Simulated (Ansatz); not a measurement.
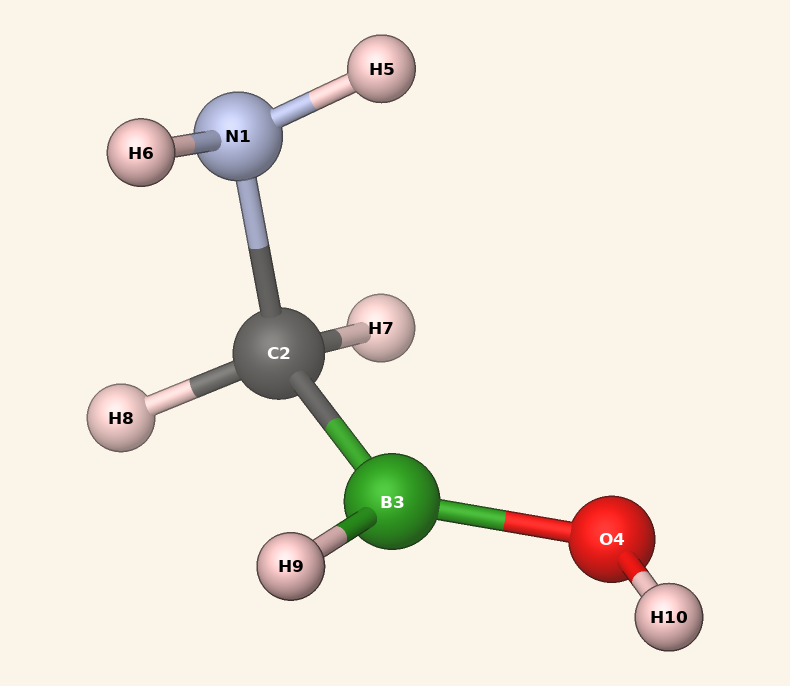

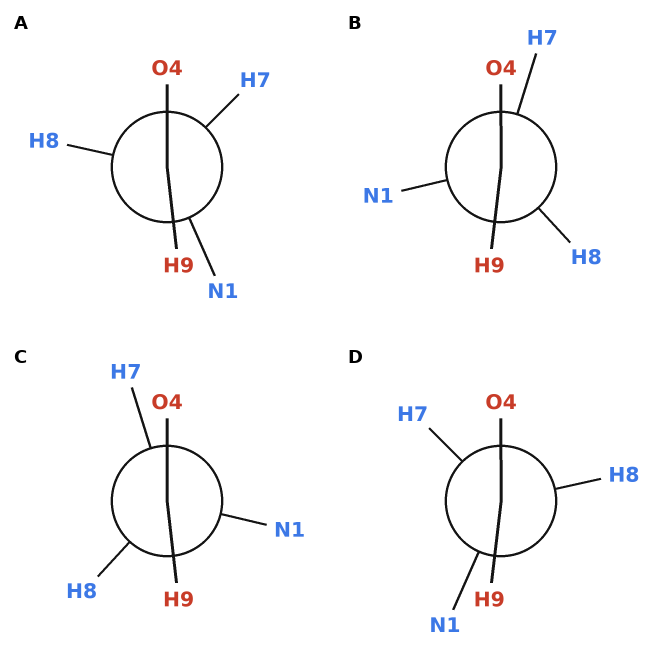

Distant atoms are faded towards the background colour. Bonds that would overlap in a projection are set slightly apart. The computed structure is the end point of a PBE0-D4/def2-TZVP optimisation.

Which Newman projection shows the view along B3–C2, with B3 in front?

Answer. B. The torsion angle O4–B3–C2–N1 is −104°, anticlinal.
